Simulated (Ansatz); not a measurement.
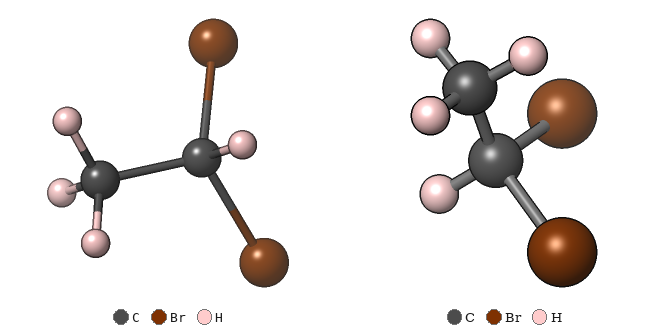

The same structure drawn twice, from different directions.

Question: What is the molecular formula?

Answer: C₂H₄Br₂, 8 atoms: 2 carbon, 4 hydrogen and 2 bromine.

Question: How many atoms are distinct by symmetry?

Answer: 6: 1 C, 1 C, 2 Br, 1 H, 2 H, 1 H.

Question: Name functional groups in it.

Answer: Among them: C–Br bond.

More results for the same structure follow; atom numbers are the same in all pictures, views and colours differ. The computed structure is the end point of a PBE0-D4/def2-TZVP optimisation.

## Geometry

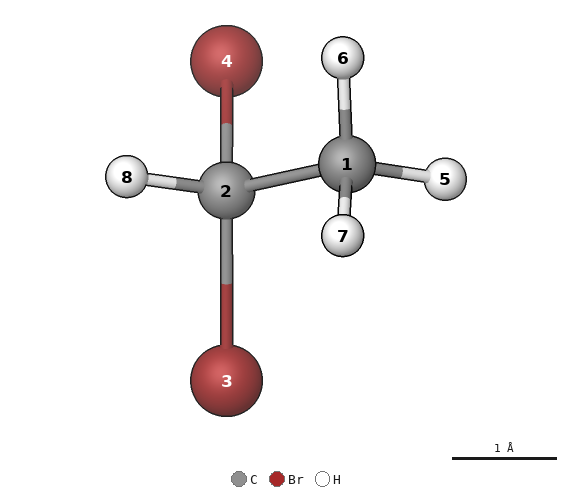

Numbered structure.

List the bonds and their lengths.

| bond | length (Å) | order |
| --- | --- | --- |
| C1–C2 | 1.502 | single |
| C1–H5 | 1.090 | single |
| C1–H6 | 1.092 | single |
| C1–H7 | 1.092 | single |
| C2–Br3 | 1.940 | single |
| C2–Br4 | 1.940 | single |
| C2–H8 | 1.085 | single |

## Electronic properties

Method: RKS HSE06 (plane-wave form)-D4/def2-TZVPP (Ansatz 0.2.0).

What does the calculation give?

- HOMO energy (Kohn–Sham orbital): −7.55 eV
- LUMO energy (Kohn–Sham orbital): −1.24 eV
- HOMO–LUMO gap: 6.31 eV
- dispersion correction: −15.1 kJ/mol

## Vibrations

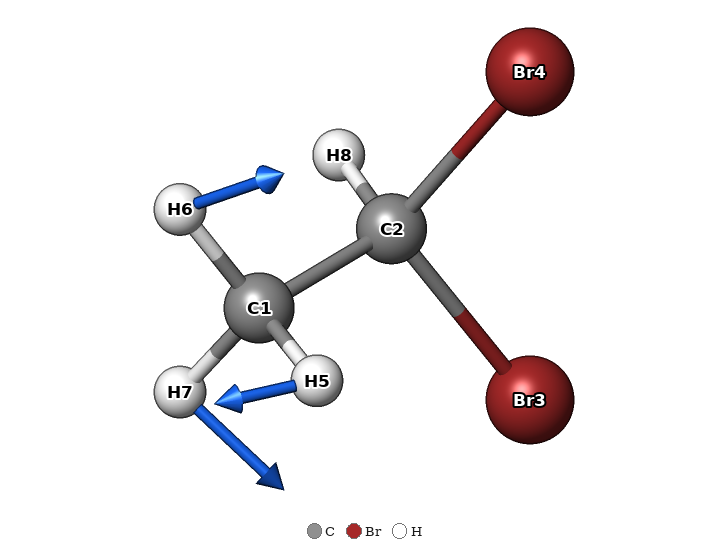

The arrows show one normal mode. Harmonic vibrations computed with RKS PBE0-D4/def2-TZVP (Ansatz 0.2.0) at a stationary point of the same level.

Question: Describe the motion.

Answer: Mostly H–C–H bending.

Question: Estimate its harmonic wavenumber.

Answer: 1469 cm⁻¹; it is mode 13 of 18 counted from the lowest.

## Charges

The questions are on Mulliken charges. Level of theory: RKS r2SCAN-D4/def2-TZVPP (Ansatz 0.2.0).

List the Mulliken charges.

```json
{"atom": "C1", "value (e)": "−0.12"}
{"atom": "C2", "value (e)": "0.02"}
{"atom": "Br3", "value (e)": "−0.10"}
{"atom": "Br4", "value (e)": "−0.10"}
{"atom": "H5", "value (e)": "0.07"}
{"atom": "H6", "value (e)": "0.06"}
{"atom": "H7", "value (e)": "0.06"}
{"atom": "H8", "value (e)": "0.11"}
```

Mulliken values depend strongly on the basis set and can even reverse the polarity of a bond.
